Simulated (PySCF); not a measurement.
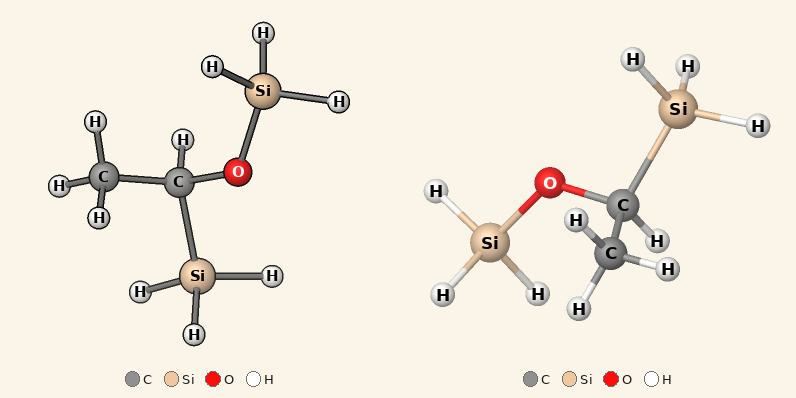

Both panels show the same species.

What is the molecular formula?

Answer. C2H10OSi2, 15 atoms: 2 carbon, 10 hydrogen, 1 oxygen and 2 silicon.

Give the symmetry (Schoenflies symbol).

Answer. C1.

Name functional groups in it.

Answer. Among them: Si–H bond, Si–O bond.

Write the SMILES.

Answer. C[C@H]([SiH3])O[SiH3]

The parts below concern this one geometry. Atoms keep their numbers from picture to picture. Computed geometry: PBE0-D3(BJ)/def2-SVP optimisation. No frequency run is at hand to confirm it as a minimum.

Geometry

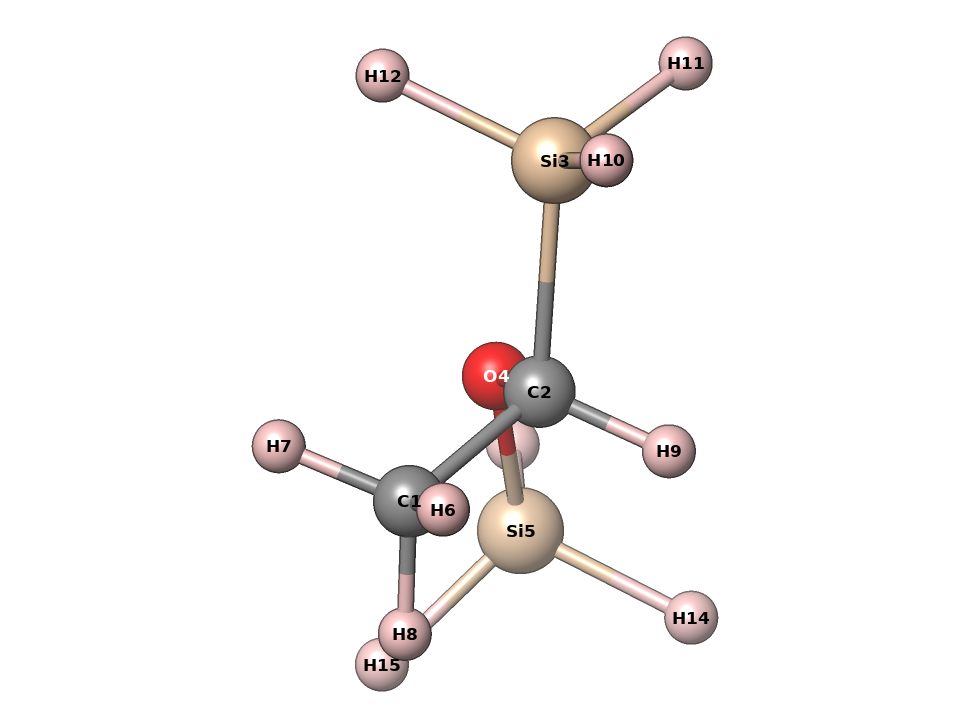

O4 lies behind C2. The molecule seen a little off the C2–O4 bond, C2 in front. Distant atoms are faded towards the background colour. No frequency run is at hand to confirm it as a minimum.

What is the torsion angle Si3–C2–O4–Si5? The sign is positive where the front bond must turn clockwise to cover the back bond.

Answer. 162°, antiperiplanar (anti).

Dipole moment

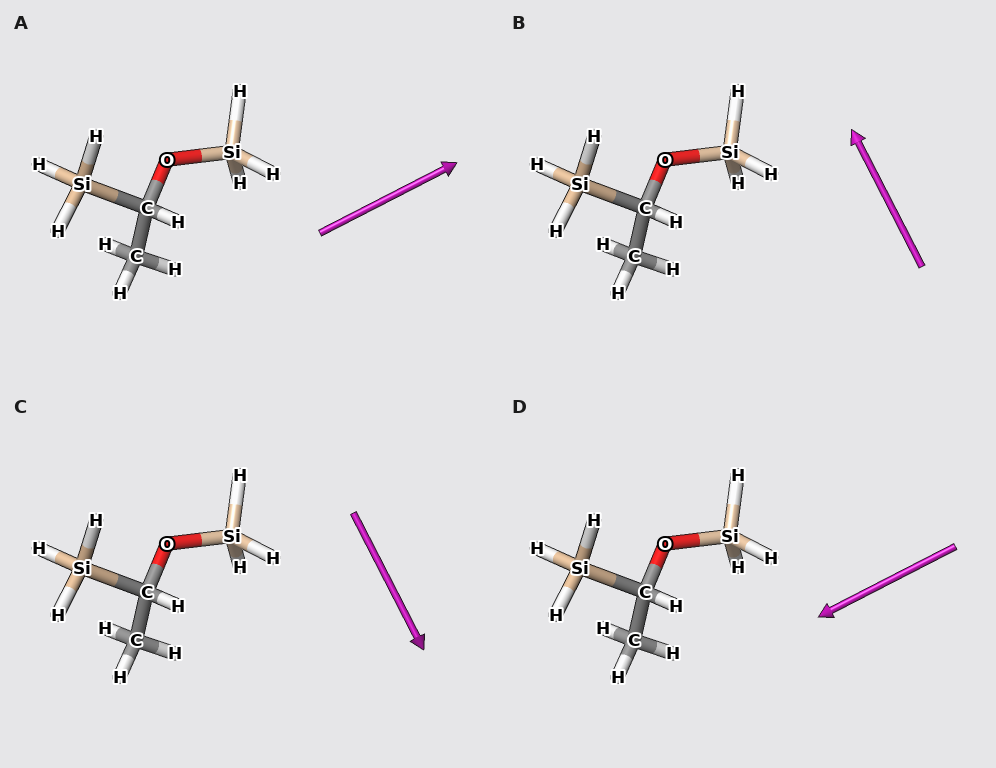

The same molecule four times, each with an arrow. No frequency run is at hand to confirm it as a minimum. Properties computed with CAM-B3LYP/pcSseg-1, gas phase (PySCF 2.14.0).

Which arrow points along the dipole moment, from the negative to the positive end?

Answer. C. The dipole moment is 1.33 D.

Charges

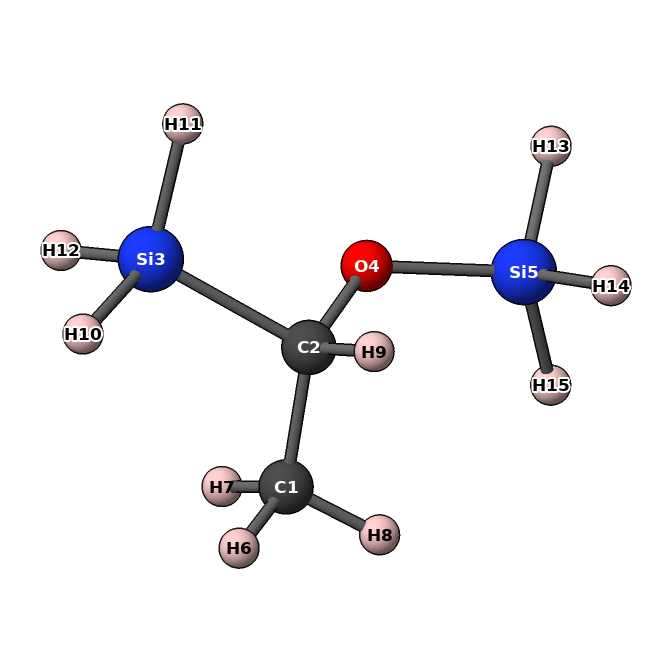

The questions are on IAO charges. No frequency run is at hand to confirm it as a minimum. Level of theory: PBE0/IGLO-III, gas phase (PySCF 2.14.0).

List the IAO charges.

```json
{"atom": "C1", "value (e)": "−0.43"}
{"atom": "C2", "value (e)": "−0.16"}
{"atom": "Si3", "value (e)": "0.61"}
{"atom": "O4", "value (e)": "−0.65"}
{"atom": "Si5", "value (e)": "0.86"}
{"atom": "H6", "value (e)": "0.15"}
{"atom": "H7", "value (e)": "0.15"}
{"atom": "H8", "value (e)": "0.14"}
{"atom": "H9", "value (e)": "0.13"}
{"atom": "H10", "value (e)": "−0.13"}
{"atom": "H11", "value (e)": "−0.11"}
{"atom": "H12", "value (e)": "−0.12"}
{"atom": "H13", "value (e)": "−0.12"}
{"atom": "H14", "value (e)": "−0.15"}
{"atom": "H15", "value (e)": "−0.15"}
```

Levels of theory compared

No frequency run is at hand to confirm it as a minimum. Program: PySCF 2.14.0.

Tabulate HOMO–LUMO gap (eV) at these levels: B97-2/pcSseg-1; CAM-B3LYP/pcSseg-1; KT3/pcSseg-1; LC-wPBE/pcSseg-1; PBE/pcSseg-1; PBE0/aug-cc-pVDZ; PBE0/cc-pVDZ; PBE0/cc-pVTZ; WP04/pcSseg-1; ωB97X-D/pcSseg-1.

| level | HOMO–LUMO gap (eV) |
| --- | --- |
| B97-2/pcSseg-1 | 8.02 |
| CAM-B3LYP/pcSseg-1 | 10.64 |
| KT3/pcSseg-1 | 6.11 |
| LC-wPBE/pcSseg-1 | 13.16 |
| PBE/pcSseg-1 | 5.96 |
| PBE0/aug-cc-pVDZ | 7.63 |
| PBE0/cc-pVDZ | 8.29 |
| PBE0/cc-pVTZ | 8.08 |
| WP04/pcSseg-1 | 7.85 |
| ωB97X-D/pcSseg-1 | 11.90 |
